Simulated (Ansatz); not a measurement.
# CH₅CuO₂: single points with varied inputs

Aim: run CH₅CuO₂ under a spread of inputs, and see what each costs and gives.

Computed with Ansatz 0.2.0, Gaussian basis. Level: the settings change from run to run.

## Step 1: The geometry

An earlier PBE0-D4 in a triple-zeta def2 set relaxation fixed the geometry.

SMILES `C[O][Cu-][OH2+]`, 9 atoms, charge 0, spin multiplicity 1.

Atoms are counted from 1 here; the program's logs count them from 0.

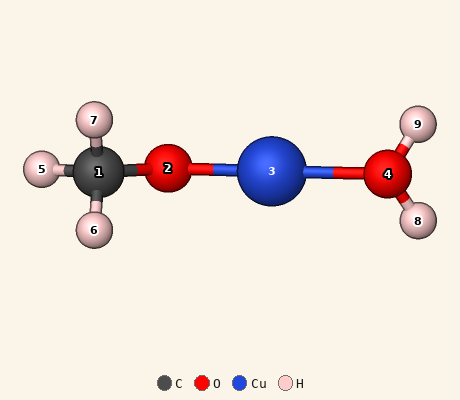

The structure; carbon dark grey, oxygen red, copper blue, hydrogen pink; atoms are numbered from 1 in the order of the file.

## Step 2: r2SCAN50/def2-SVPD

Set apart from the defaults: charge +1, multiplicity 2.

Input file in.yaml:

```yaml
crystal:
  periodic: [false, false, false]
  atoms:
    - {symbol: C, position_ang: [-0.359864, 1.928507, 0.146645]}
    - {symbol: O, position_ang: [-0.257895, 0.889974, -0.766883]}
    - {symbol: Cu, position_ang: [0.120007, -0.777252, -0.276647]}
    - {symbol: O, position_ang: [0.523809, -2.630359, 0.119660]}
    - {symbol: H, position_ang: [-0.602002, 2.860705, -0.387941]}
    - {symbol: H, position_ang: [-1.155232, 1.783729, 0.898159]}
    - {symbol: H, position_ang: [0.571742, 2.122084, 0.706111]}
    - {symbol: H, position_ang: [-0.176414, -3.237261, -0.143449]}
    - {symbol: H, position_ang: [1.335848, -2.940128, -0.295656]}
basis:
  gaussian: {orbitals: def2-SVPD}
total_charge: 1
magnetization: {spin_polarized: true, initial_magnetization: 1}
hamiltonian: {xc: {name: r2SCAN50}}
```

The run is started by

```console
> ansatz run in.yaml --threads 4 --pin off --events-out ev --progress --plain --max-ram 10444MiB
```

Log:

```text
Functional definition: r2SCAN50
  name "r2SCAN50"
  cite "Bursch, Neugebauer, Ehlert & Grimme, J. Chem. Phys. 156, 134105 (2022) doi:10.1063/5.0086040"
  cite "Furness, Kaplan, Ning, Perdew & Sun, J. Phys. Chem. Lett. 11, 8208 (2020) doi:10.1021/acs.jpclett.0c02405"
  cite "Furness, Kaplan, Ning, Perdew & Sun, J. Phys. Chem. Lett. 11, 9248 (2020) doi:10.1021/acs.jpclett.0c03077"
  parent r2scan
  parameter a = 0.5
  parameter k0 = 0.174
  parameter k1 = 0.065
  parameter a1 = 4.9479
  exchange = (1 - a)*r2scan_x(k0 = k0, k1 = k1, a1 = a1) + a*exact_x
  correlation = r2scan_c
1374 factors; their error is unknown
mean field evaluation 1: about -49810.7889 eV, gradient 7.1e1 eV
mean field evaluation 2: about -49128.5508 eV, gradient 3.6e2 eV
mean field evaluation 4: about -49827.1055 eV, gradient 2.2e1 eV
mean field evaluation 8: about -49828.7257 eV, gradient 3.9e-1 eV
mean field evaluation 16: about -49829.1405 eV, gradient 8.6e-3 eV
mean field evaluation 32: about -49829.1405 eV, gradient 3.4e-5 eV
mean field -49829.14053574 eV, -1831.1871392840 hartree, gradient 1.7e-5 eV, S^2 0.760916; 2 other end points of the search recorded, 0 dependent functions left out
reference -49829.14054948 eV, -1831.1871397889 hartree; 28, 27 occupied and 112, 113 virtual orbitals, 1374 factors
Total energy: -49829.14054948 eV, -1831.1871397889 hartree
```

Wall time 18 s (4 threads of Arm Neoverse V2, shared host); peak memory 0.76 GiB.

⟨S²⟩ 0.761.

## Step 3: wPBEh/aug-cc-pVDZ

Set apart from the defaults: a point charge of 1.00 e beside it.

in.yaml: that of step 2 with these lines changed.

```diff
@@ -13,5 +13,4 @@
 basis:
-  gaussian: {orbitals: def2-SVPD}
-total_charge: 1
-magnetization: {spin_polarized: true, initial_magnetization: 1}
-hamiltonian: {xc: {name: r2SCAN50}}
+  gaussian: {orbitals: aug-cc-pVDZ, point_charges: [{charge: 1.00, position_ang: [4.779, 0.204, -0.137]}]}
+hamiltonian: {xc: {name: wPBEh}}
+output: {forces: true}
```

The command is unchanged.

Log (excerpt; [...] marks lines left out):

```text
Functional definition: wPBEh
  name "wPBEh"
  cite "Heyd, Scuseria & Ernzerhof, J. Chem. Phys. 118, 8207 (2003) doi:10.1063/1.1564060"
  cite "Krukau, Vydrov, Izmaylov & Scuseria, J. Chem. Phys. 125, 224106 (2006) doi:10.1063/1.2404663"
  cite "Heyd & Scuseria, J. Chem. Phys. 120, 7274 (2004) doi:10.1063/1.1668634"
  cite "Ernzerhof & Perdew, J. Chem. Phys. 109, 3313 (1998) doi:10.1063/1.476928"
  cite "Perdew, Burke & Ernzerhof, Phys. Rev. Lett. 77, 3865 (1996) doi:10.1103/PhysRevLett.77.3865"
  parent pbe
[...]
1734 factors; integrals over basis functions are off by at most 6.3e-4 eV
195 factors; integrals over basis functions are off by at most 4.2e-6 eV
[...]
mean field -49843.98522097 eV, -1831.7326714041 hartree, gradient 4.0e-5 eV, S^2 0.000000; 0 other end points of the search recorded, 0 dependent functions left out
[...]
reference -49843.98529575 eV, -1831.7326741522 hartree; 28, 28 occupied and 145, 145 virtual orbitals, 1734 factors
Total energy: -49843.98529575 eV, -1831.7326741522 hartree
Atom 0 at    -0.359864     1.928507     0.146645 Å, force    -0.166701     0.334040     0.225946 eV/Å
Atom 1 at    -0.257895     0.889974    -0.766883 Å, force     0.325087    -0.466257    -0.232864 eV/Å
Atom 2 at     0.120007    -0.777252    -0.276647 Å, force     0.030835    -0.040551    -0.022748 eV/Å
Atom 3 at     0.523809    -2.630359     0.119660 Å, force     0.077336     0.271709     0.055958 eV/Å
Atom 4 at    -0.602002     2.860705    -0.387941 Å, force    -0.024911     0.077547    -0.082970 eV/Å
Atom 5 at    -1.155232     1.783729     0.898159 Å, force    -0.051874    -0.039347     0.055964 eV/Å
Atom 6 at     0.571742     2.122084     0.706111 Å, force     0.168272     0.043039     0.111884 eV/Å
Atom 7 at    -0.176414    -3.237261    -0.143449 Å, force    -0.100645    -0.152226    -0.031731 eV/Å
Atom 8 at     1.335848    -2.940128    -0.295656 Å, force    -0.121999    -0.155814    -0.057324 eV/Å
Dipole moment:    -0.015272    -1.378675     0.154418 e Å
```

It took 4.6 s on 4 threads of Arm Neoverse V2, shared host; peak memory 0.57 GiB.

Largest force 0.614 eV/Å, dipole 6.66 D.

## Step 4: BHLYP/ANO-RCC-VTZP

Options: D4 dispersion.

in.yaml: that of step 3 with these lines changed.

```diff
@@ -13,4 +13,3 @@
 basis:
-  gaussian: {orbitals: aug-cc-pVDZ, point_charges: [{charge: 1.00, position_ang: [4.779, 0.204, -0.137]}]}
-hamiltonian: {xc: {name: wPBEh}}
-output: {forces: true}
+  gaussian: {orbitals: ANO-RCC-VTZP}
+hamiltonian: {xc: {name: BHLYP}, dispersion: d4}
```

The command is unchanged.

Log:

```text
Functional definition: BHLYP
  name "BHLYP"
  cite "Becke, J. Chem. Phys. 98, 1372 (1993) doi:10.1063/1.464304"
  cite "Becke, Phys. Rev. A 38, 3098 (1988) doi:10.1103/PhysRevA.38.3098"
  cite "Lee, Yang & Parr, Phys. Rev. B 37, 785 (1988) doi:10.1103/PhysRevB.37.785"
  parameter a = 0.5
  exchange = (1 - a)*b88_x + a*exact_x
  correlation = lyp_c
1771 factors; their error is unknown
mean field evaluation 1: about -50233.3333 eV, gradient 8.6e1 eV
mean field evaluation 2: about -50138.9540 eV, gradient 3.0e2 eV
mean field evaluation 4: about -50243.0987 eV, gradient 1.2e1 eV
mean field evaluation 8: about -50243.3825 eV, gradient 5.3e-1 eV
mean field evaluation 16: about -50243.6515 eV, gradient 9.8e-4 eV
mean field -50243.65148997 eV, -1846.4201358861 hartree, gradient 5.7e-5 eV, S^2 0.000000; 0 other end points of the search recorded, 0 dependent functions left out
reference -50243.65171781 eV, -1846.4201442591 hartree; 28, 28 occupied and 191, 191 virtual orbitals, 1771 factors
Total energy: -50243.80196741 eV, -1846.4256658303 hartree
Relativity: scalar
```

Wall time 4.9 s (4 threads of Arm Neoverse V2, shared host); peak memory 0.55 GiB.

## Step 5: PBE0-DH/pcseg-2

Set apart from the defaults: atoms shaken by 0.15 Å, density fitting with def2-universal-jkfit.

Input file in.yaml:

```yaml
crystal:
  periodic: [false, false, false]
  atoms:
    - {symbol: C, position_ang: [-0.170877, 1.655428, 0.336729]}
    - {symbol: O, position_ang: [-0.370519, 0.910173, -0.584859]}
    - {symbol: Cu, position_ang: [0.435262, -0.739289, -0.483064]}
    - {symbol: O, position_ang: [0.487654, -2.330514, 0.110687]}
    - {symbol: H, position_ang: [-0.647809, 2.923254, -0.415649]}
    - {symbol: H, position_ang: [-1.082913, 1.546201, 1.121716]}
    - {symbol: H, position_ang: [0.623454, 2.391421, 0.591423]}
    - {symbol: H, position_ang: [-0.164126, -3.329879, -0.119097]}
    - {symbol: H, position_ang: [1.365890, -2.972826, -0.269361]}
basis:
  gaussian: {orbitals: pcseg-2, fitting: {mean_field: def2-universal-jkfit}}
hamiltonian: {xc: {name: PBE0-DH}}
```

Same command.

Log (excerpt; [...] marks lines left out):

```text
Functional definition: PBE0-DH
  name "PBE0-DH"
  cite "Brémond & Adamo, J. Chem. Phys. 135, 024106 (2011) doi:10.1063/1.3604569"
  cite "Perdew, Burke & Ernzerhof, Phys. Rev. Lett. 77, 3865 (1996) doi:10.1103/PhysRevLett.77.3865"
[...]
583 factors; integrals over basis functions are off by at most 1.3e0 eV
[...]
mean field -49830.99283169 eV, -1831.2552099047 hartree, gradient 8.2e-6 eV, S^2 0.000000; 2 other end points of the search recorded, 0 dependent functions left out
8 core orbitals not correlated: weight in the atoms' cores, before any rotation towards them, 1.000 or more for the frozen orbitals, at most 0.000 for the correlated occupied ones
reference -49830.99285863 eV, -1831.2552108946 hartree; 20, 20 occupied and 188, 188 virtual orbitals, 583 factors
second order -49.19236583 eV of doubles, -0.00000000 eV of singles
Total energy: -49837.14190436 eV, -1831.4811841571 hartree
```

Wall time 5.5 s (4 threads of Arm Neoverse V2, shared host); peak memory 0.49 GiB.

## Step 6: B2PLYP/x2c-TZVPPall

Options: charge +1, multiplicity 2, a point charge of -1.00 e beside it.

Input file in.yaml:

```yaml
crystal:
  periodic: [false, false, false]
  atoms:
    - {symbol: C, position_ang: [-0.359864, 1.928507, 0.146645]}
    - {symbol: O, position_ang: [-0.257895, 0.889974, -0.766883]}
    - {symbol: Cu, position_ang: [0.120007, -0.777252, -0.276647]}
    - {symbol: O, position_ang: [0.523809, -2.630359, 0.119660]}
    - {symbol: H, position_ang: [-0.602002, 2.860705, -0.387941]}
    - {symbol: H, position_ang: [-1.155232, 1.783729, 0.898159]}
    - {symbol: H, position_ang: [0.571742, 2.122084, 0.706111]}
    - {symbol: H, position_ang: [-0.176414, -3.237261, -0.143449]}
    - {symbol: H, position_ang: [1.335848, -2.940128, -0.295656]}
basis:
  gaussian: {orbitals: x2c-TZVPPall, point_charges: [{charge: -1.00, position_ang: [5.865, -0.503, -0.953]}]}
total_charge: 1
magnetization: {spin_polarized: true, initial_magnetization: 1}
hamiltonian: {xc: {name: B2PLYP}}
output: {forces: true}
```

Same command.

Log (excerpt; [...] marks lines left out):

```text
Functional definition: B2PLYP
  name "B2PLYP"
  cite "Grimme, J. Chem. Phys. 124, 034108 (2006) doi:10.1063/1.2148954"
  cite "Becke, Phys. Rev. A 38, 3098 (1988) doi:10.1103/PhysRevA.38.3098"
  cite "Lee, Yang & Parr, Phys. Rev. B 37, 785 (1988) doi:10.1103/PhysRevB.37.785"
[...]
1435 factors; integrals over basis functions are off by at most 9.1e-4 eV
[...]
mean field -50220.61429569 eV, -1845.5735346118 hartree, gradient 8.1e-6 eV, S^2 0.761229; 4 other end points of the search recorded, 0 dependent functions left out
8 core orbitals not correlated: weight in the atoms' cores, before any rotation towards them, 1.000 or more for the frozen orbitals, at most 0.000 for the correlated occupied ones
reference -50220.61445604 eV, -1845.5735405044 hartree; 20, 19 occupied and 199, 200 virtual orbitals, 1435 factors
second order -49.01373215 eV of doubles, -0.00000000 eV of singles
[...]
Total energy: -50233.84816372 eV, -1846.0598702916 hartree
Relativity: scalar
Atom 0 at    -0.359864     1.928507     0.146645 Å, force    -0.471844     1.742195    -0.138686 eV/Å
Atom 1 at    -0.257895     0.889974    -0.766883 Å, force     0.218108    -0.920326     0.704029 eV/Å
Atom 2 at     0.120007    -0.777252    -0.276647 Å, force     0.220909     0.213654    -0.241499 eV/Å
Atom 3 at     0.523809    -2.630359     0.119660 Å, force    -0.359945     0.713384    -0.184205 eV/Å
Atom 4 at    -0.602002     2.860705    -0.387941 Å, force     0.138075    -0.394052     0.072785 eV/Å
Atom 5 at    -1.155232     1.783729     0.898159 Å, force     0.278408    -0.452798    -0.147408 eV/Å
Atom 6 at     0.571742     2.122084     0.706111 Å, force    -0.023236    -0.515651    -0.157290 eV/Å
Atom 7 at    -0.176414    -3.237261    -0.143449 Å, force     0.030398    -0.190520     0.040472 eV/Å
Atom 8 at     1.335848    -2.940128    -0.295656 Å, force     0.361496    -0.127553    -0.005748 eV/Å
Dipole moment:     0.260171    -0.598690     0.118111 e Å
```

It took 45 s on 4 threads of Arm Neoverse V2, shared host; peak memory 1.2 GiB.

Largest force 1.810 eV/Å, ⟨S²⟩ 0.761.

## Step 7: B97M-V/def2-SVPD

Set apart from the defaults: charge +1, multiplicity 2, restricted open-shell orbitals.

in.yaml: that of step 6 with these lines changed.

```diff
@@ -13,6 +13,5 @@
 basis:
-  gaussian: {orbitals: x2c-TZVPPall, point_charges: [{charge: -1.00, position_ang: [5.865, -0.503, -0.953]}]}
+  gaussian: {orbitals: def2-SVPD}
 total_charge: 1
-magnetization: {spin_polarized: true, initial_magnetization: 1}
-hamiltonian: {xc: {name: B2PLYP}}
-output: {forces: true}
+magnetization: {spin_polarized: false, initial_magnetization: 1}
+hamiltonian: {xc: {name: B97M-V}}
```

Same command.

Log (excerpt; [...] marks lines left out):

```text
Functional definition: B97M-V
  name "B97M-V"
  cite "Mardirossian & Head-Gordon, J. Chem. Phys. 142, 074111 (2015) doi:10.1063/1.4907719"
  cite "Becke, J. Chem. Phys. 107, 8554 (1997) doi:10.1063/1.475007"
  cite "Vydrov & Van Voorhis, J. Chem. Phys. 133, 244103 (2010) doi:10.1063/1.3521275"
  # Of w^i u^j: cxij and so on, Table III.
[...]
  gx(w, u) = cx00 + cx01*u + cx02*u^2 + (cx10 + cx11*u)*w
  gss(w, u) = css00 + css02*u^2 + css10*w + (css32*w^3 + css42*w^4)*u^2
  gos(w, u) = cos00 + cos01*u + cos03*u^3 + cos10*w + cos32*w^3*u^2
[...]
      + integral(e_c_pw_mod_opposite_spin*gos(b97_w_opposite, b97_u_opposite)) + vv10(b, c)
1259 factors; their error is unknown
[...]
mean field -49825.63459451 eV, -1831.0582983203 hartree, gradient 4.9e-6 eV, S^2 0.750000; 6 other end points of the search recorded, 0 dependent functions left out
reference -49825.63468187 eV, -1831.0583015303 hartree; 28, 27 occupied and 112, 113 virtual orbitals, 1259 factors
Total energy: -49825.63468187 eV, -1831.0583015303 hartree
```

It took 38 s on 4 threads of Arm Neoverse V2, shared host; peak memory 0.6 GiB.

## Step 8: B97M-V/aug-pcseg-2

in.yaml: that of step 7 with these lines changed.

```diff
@@ -13,5 +13,3 @@
 basis:
-  gaussian: {orbitals: def2-SVPD}
-total_charge: 1
-magnetization: {spin_polarized: false, initial_magnetization: 1}
+  gaussian: {orbitals: aug-pcseg-2}
 hamiltonian: {xc: {name: B97M-V}}
```

Same command.

Log (excerpt; [...] marks lines left out):

```text
Functional definition: B97M-V
  name "B97M-V"
  cite "Mardirossian & Head-Gordon, J. Chem. Phys. 142, 074111 (2015) doi:10.1063/1.4907719"
  cite "Becke, J. Chem. Phys. 107, 8554 (1997) doi:10.1063/1.475007"
  cite "Vydrov & Van Voorhis, J. Chem. Phys. 133, 244103 (2010) doi:10.1063/1.3521275"
  # Of w^i u^j: cxij and so on, Table III.
[...]
  gx(w, u) = cx00 + cx01*u + cx02*u^2 + (cx10 + cx11*u)*w
  gss(w, u) = css00 + css02*u^2 + css10*w + (css32*w^3 + css42*w^4)*u^2
  gos(w, u) = cos00 + cos01*u + cos03*u^3 + cos10*w + cos32*w^3*u^2
[...]
      + integral(e_c_pw_mod_opposite_spin*gos(b97_w_opposite, b97_u_opposite)) + vv10(b, c)
1403 factors; their error is unknown
[...]
mean field -49846.13600297 eV, -1831.8117111846 hartree, gradient 4.3e-5 eV, S^2 0.000000; 0 other end points of the search recorded, 0 dependent functions left out
reference -49846.13611601 eV, -1831.8117153388 hartree; 28, 28 occupied and 306, 306 virtual orbitals, 1403 factors
Total energy: -49846.13611601 eV, -1831.8117153388 hartree
```

Run time: 15 s. Hardware: 4 threads of Arm Neoverse V2, shared host; peak memory 0.62 GiB.

## Step 9: wB97/def2-SVPD

in.yaml: that of step 8 with these lines changed.

```diff
@@ -13,3 +13,4 @@
 basis:
-  gaussian: {orbitals: aug-pcseg-2}
-hamiltonian: {xc: {name: B97M-V}}
+  gaussian: {orbitals: def2-SVPD}
+hamiltonian: {xc: {name: wB97}}
+output: {forces: true}
```

The command is unchanged.

Log (excerpt; [...] marks lines left out):

```text
Functional definition: wB97
  name "wB97"
  cite "Chai & Head-Gordon, J. Chem. Phys. 128, 084106 (2008) doi:10.1063/1.2834918"
  cite "Becke, J. Chem. Phys. 107, 8554 (1997) doi:10.1063/1.475007"
[...]
  # The coefficients of nought are those of the uniform gas.
[...]
      + integral(e_c_pw_opposite_spin*poly(b97_u_opposite, 1, cos1, cos2, cos3, cos4))
1259 factors; their error is unknown
522 factors; integrals over basis functions are off by at most 3.8e-5 eV
[...]
mean field -49846.83530238 eV, -1831.8374099639 hartree, gradient 6.7e-5 eV, S^2 0.000000; 0 other end points of the search recorded, 0 dependent functions left out
[...]
reference -49846.83528683 eV, -1831.8374093925 hartree; 28, 28 occupied and 112, 112 virtual orbitals, 1259 factors
Total energy: -49846.83528683 eV, -1831.8374093925 hartree
Atom 0 at    -0.359864     1.928507     0.146645 Å, force    -0.035537     0.104199    -0.133756 eV/Å
Atom 1 at    -0.257895     0.889974    -0.766883 Å, force     0.008234    -0.089268    -0.088323 eV/Å
Atom 2 at     0.120007    -0.777252    -0.276647 Å, force     0.010767    -0.045984     0.019885 eV/Å
Atom 3 at     0.523809    -2.630359     0.119660 Å, force     0.002135    -0.005778     0.012466 eV/Å
Atom 4 at    -0.602002     2.860705    -0.387941 Å, force    -0.054626     0.240840    -0.068499 eV/Å
Atom 5 at    -1.155232     1.783729     0.898159 Å, force    -0.184087    -0.067101     0.158806 eV/Å
Atom 6 at     0.571742     2.122084     0.706111 Å, force     0.224802     0.013247     0.113046 eV/Å
Atom 7 at    -0.176414    -3.237261    -0.143449 Å, force    -0.089783    -0.095329     0.003798 eV/Å
Atom 8 at     1.335848    -2.940128    -0.295656 Å, force     0.118095    -0.054826    -0.017422 eV/Å
Dipole moment:     0.310670    -1.485089     0.176157 e Å
```

Run time: 3.9 s. Hardware: 4 threads of Arm Neoverse V2, shared host.

Largest force 0.256 eV/Å, dipole 7.34 D.

## Step 10: All runs side by side

| level | charge | multiplicity | geometry | functions | energy (eV) | time |
| --- | --- | --- | --- | --- | --- | --- |
| r2SCAN50/def2-SVPD | 1 | 2 | relaxed | 140 | -49829.141 | 18 s |
| wPBEh/aug-cc-pVDZ | 0 | 1 | relaxed, point charge | 173 | -49843.985 | 4.6 s |
| BHLYP/ANO-RCC-VTZP | 0 | 1 | relaxed | 219 | -50243.802 | 4.9 s |
| PBE0-DH/pcseg-2 | 0 | 1 | shaken | 216 | -49837.142 | 5.5 s |
| B2PLYP/x2c-TZVPPall | 1 | 2 | relaxed, point charge | 227 | -50233.848 | 45 s |
| B97M-V/def2-SVPD | 1 | 2 | relaxed | 140 | -49825.635 | 38 s |
| B97M-V/aug-pcseg-2 | 0 | 1 | relaxed | 334 | -49846.136 | 15 s |
| wB97/def2-SVPD | 0 | 1 | relaxed | 140 | -49846.835 | 3.9 s |

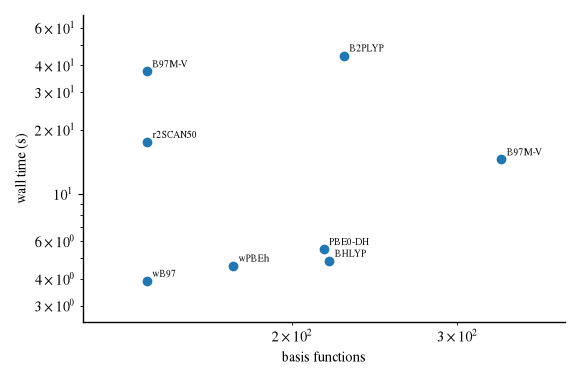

Wall time against the number of basis functions (shared host).

## Step 11: Summary of results

| quantity | value |
| --- | --- |
| runs | 8 |
| quickest | wB97/def2-SVPD, 3.9 s |
| slowest | B2PLYP/x2c-TZVPPall, 45 s |
| spread of total energies, same state and geometry | 397.7 eV |

B2PLYP/x2c-TZVPPall took 11 times as long as wB97/def2-SVPD. The jobs differ in tasks and options as well as level. The totals spread over 398 eV; they can't be compared across methods or bases. Some of these runs are scalar-relativistic and others not, which shifts the totals of all-electron atoms past neon by several eV an atom and more; core potentials, where a basis has them, take the core out of the total altogether. At the PBE0-D4/def2-TZVP geometry and in the same state, the sound runs without point charges leave forces up to 0.26 eV/Å (wB97/def2-SVPD).
